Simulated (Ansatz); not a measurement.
Input

```
crystal:
  periodic: [false, false, false]
  atoms:
    - { symbol: Si, position_ang: [0.0, 0.0, 0.0] }
    - { symbol: "N", position_ang: [0.0, 0.0, 2.17] }
    - { symbol: H, position_ang: [-0.877, -0.2713, 2.7] }
    - { symbol: H, position_ang: [0.877, 0.2713, 2.7] }
    - { symbol: H, position_ang: [1.3768, 0.0, -0.4862] }
    - { symbol: H, position_ang: [-0.6877, 1.1914, -0.4862] }
    - { symbol: H, position_ang: [-0.6877, -1.1914, -0.4862] }
    - { symbol: Cl, position_ang: [1.2683, -1.9259, 0.7662] }
    - { symbol: H, position_ang: [0.6875, -1.044, 1.9357] }
basis:
  gaussian: { orbitals: def2-SVP }
hamiltonian:
  xc: b3lyp
relax:
  f_tol: 0.15
  max_steps: 25
  restrain:
    - { distance: [0, 7], at: 3.33, k: 30.0 }
    - { distance: [8, 1], at: 2.26, k: 30.0 }
    - { distance: [0, 1], at: 1.82, k: 30.0 }
    - { distance: [8, 7], at: 1.37, k: 30.0 }
output:
  orbitals: {}
```

Command:

```sh
ansatz run input.yaml --threads 1 --pin off --max-ram 2048MiB --backend cpu --events-out ev --progress --plain --runs-dir out
```

The fields are those of the run's last geometry, not of the input's.

Not at a stationary point (largest force 0.8 eV/Å).

Computed with RKS B3LYP/def2-SVP (Ansatz).

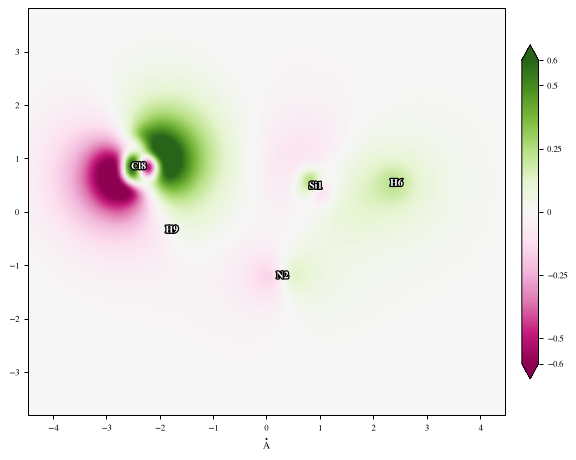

H5NSi···HCl. The HOMO−1 on the plane of atoms N2, Si1 and H6 (values in Å⁻³ᐟ²; the overall sign is arbitrary).

> Describe this orbital and give its energy.

By Hirshfeld shares it lies mainly on Cl8 (about 85 %); largely a lone pair of Cl8. Its energy is −8.10 eV.
